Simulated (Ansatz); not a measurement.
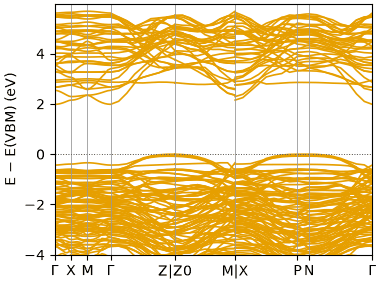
Band structure from r²SCAN in the plane-wave PAW code Ansatz

Read off the gap and where the band edges lie.

About 2.0 eV (1.98 eV by a search for the band edges); maximum at N, minimum at Γ.

The material is Nb$_{2}$O$_{5}$ in space group I4/mmm (No. 139; Pearson symbol tI112).

The workflow started from a Materials Project entry (that database holds measured and hypothetical structures alike); the Crystallography Open Database files this formula in space group No. 139, but the cells were not matched. Its standing as an ambient phase is unchecked. Symmetry was held in the r²SCAN relaxation; its stability against distortions is not shown here. The run is not spin-polarised. Spin–orbit coupling is left out wherever it is not named.

Potentials: the later of the program's two PAW sets.
